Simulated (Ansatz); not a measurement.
**C$_{2}$H$_{5}$AlO (SMILES [CH3][Al]1[CH2][O]1): density, localisation and related maps**

Input file:

```
crystal:
  periodic: [false, false, false]
  atoms:
    - {symbol: C, position_ang: [-0.670851, 1.320193, -1.081511]}
    - {symbol: Al, position_ang: [0.051345, -0.076663, 0.044160]}
    - {symbol: C, position_ang: [0.678725, -1.280205, 1.349332]}
    - {symbol: O, position_ang: [0.789341, -1.609532, -0.097895]}
    - {symbol: H, position_ang: [0.039713, 1.575000, -1.872095]}
    - {symbol: H, position_ang: [-0.900203, 2.225968, -0.517471]}
    - {symbol: H, position_ang: [-1.591178, 0.976783, -1.562074]}
    - {symbol: H, position_ang: [0.038540, -1.980490, 1.887682]}
    - {symbol: H, position_ang: [1.653168, -1.197355, 1.832773]}
basis:
  gaussian: {orbitals: def2-TZVPP}
hamiltonian: {xc: pbe0, dispersion: d4}
output: {orbitals: {seedname: orbitals}}
```

Launched as:

```sh
ansatz run in.yaml --threads 2 --pin off --events-out ev --progress --plain --max-ram 4352MiB
```

Geometry: PBE0-D4/def2-TZVP.

Computed with RKS PBE0-D4/def2-TZVPP in Ansatz.

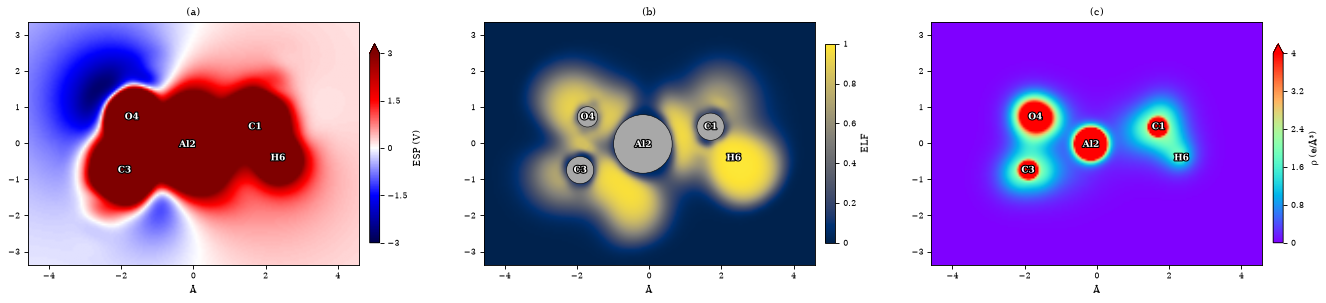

Figure 1. (a) molecular electrostatic potential; (b) electron localisation function; (c) total electron density on the plane of atoms Al2, C3 and O4. Grey discs cover the atomic cores in the ELF map.

**What does the map show?**

Atoms in the plane: C, Al, O and H. C–O (1.49 Å): ρ at the midpoint is about 1.7 e/Å³; the ELF peaks at about 0.85 between the atoms (a polar covalent bond). Al–O (1.71 Å): ρ at the midpoint is about 0.92 e/Å³; the ELF peaks at about 0.85 in the valence shell of O, 0.6 Å from its nucleus, and is about 0.45 at the midpoint. C–Al (1.88 Å): the density is about 0.68 e/Å³ at the midpoint; the ELF peaks at about 0.80 in the valence shell of C, 0.7 Å from its nucleus, and is about 0.50 at the midpoint. C–H (1.09 Å): ρ is about 1.9 e/Å³ halfway; the ELF climbs to about 1 towards the hydrogen, as it does in any bond to H: a covalent bond by its length. C–Al (1.93 Å): ρ is about 0.73 e/Å³ halfway; the ELF peaks at about 0.95 between the atoms, as expected for a shared but strongly polarised pair. The ELF also peaks beside O4, away from the bonds: lone-pair regions. Outside the dense part of the molecule the potential is most negative (−2.7 V) near O4.

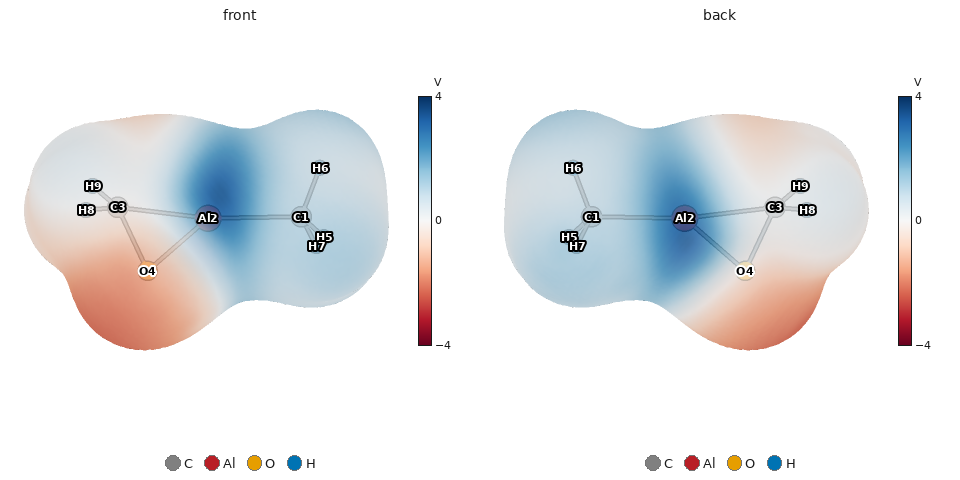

Figure 2. The molecular electrostatic potential painted on the density surface at 0.002 e/bohr³, seen from the front and from behind; the colour scale runs from red (negative) to blue (positive).

**Describe the electrostatic potential map.**

The most negative region (about −2.2 V) lies over O4, the most positive (about +3.3 V) over Al2. O4 is the likeliest acceptor of a hydrogen bond.

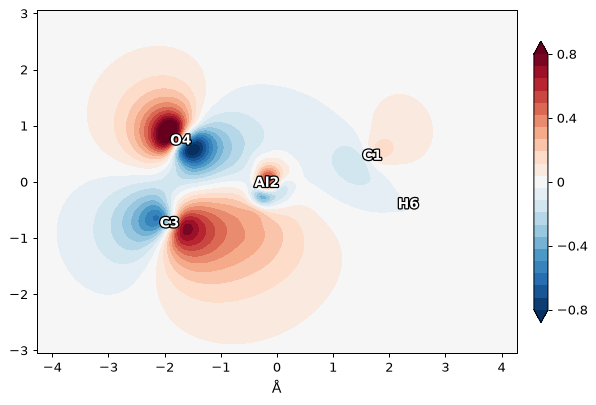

Figure 3. The HOMO on the plane of atoms Al2, C3 and O4 (values in Å⁻³ᐟ²; the overall sign is arbitrary).

**Describe this orbital and give its energy.**

By Hirshfeld shares it lies mainly on C3 (about 35 %), O4 (about 30 %) and Al2 (about 25 %). Its energy is −6.21 eV.
